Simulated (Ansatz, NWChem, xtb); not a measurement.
## A ladder of methods for BNH2Cl (SMILES N[B]Cl)

BNH2Cl: 5 atoms, total charge 0, spin state doublet. As SMILES, `N[B]Cl`. The coordinates come from a PBE0-D4/def2-TZVP relaxation. This is one conformer, not always the lowest.

Quantity: the vertical ionisation energy (to the singlet cation), in eV. The values are calculated.

```
           level             kind  program  value (eV)  CPU time (all runs)
        GFN2-xTB   semi-empirical      xtb       11.81            under 2 s
        GFN1-xTB   semi-empirical      xtb       12.23            under 2 s
      UHF/STO-3G     Hartree–Fock   Ansatz        6.81               0.27 s
   USVWN5/STO-3G              LDA   Ansatz        6.30                1.8 s
 U-revPBE/STO-3G              GGA   Ansatz        6.53                2.9 s
    UBLYP/STO-3G              GGA   Ansatz        6.34                2.8 s
     UPBE/STO-3G              GGA   Ansatz        6.51                2.9 s
 U-r2SCAN/STO-3G         meta-GGA   Ansatz        6.86                7.3 s
   UPBE0/pcseg-2    global hybrid   NWChem        8.41                 39 s
U-r2SCAN0/STO-3G  hybrid meta-GGA   Ansatz        7.07                7.6 s
```

The values span 6.30 to 12.23 eV. The xTB values lack the empirical shift that such differences need. Times are those of the runs behind each value, whatever else they computed, on shared processors of several kinds: orders of magnitude only.

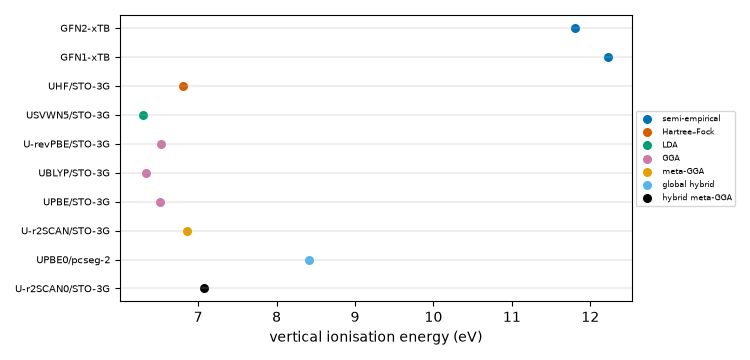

The values of the table, level by level.
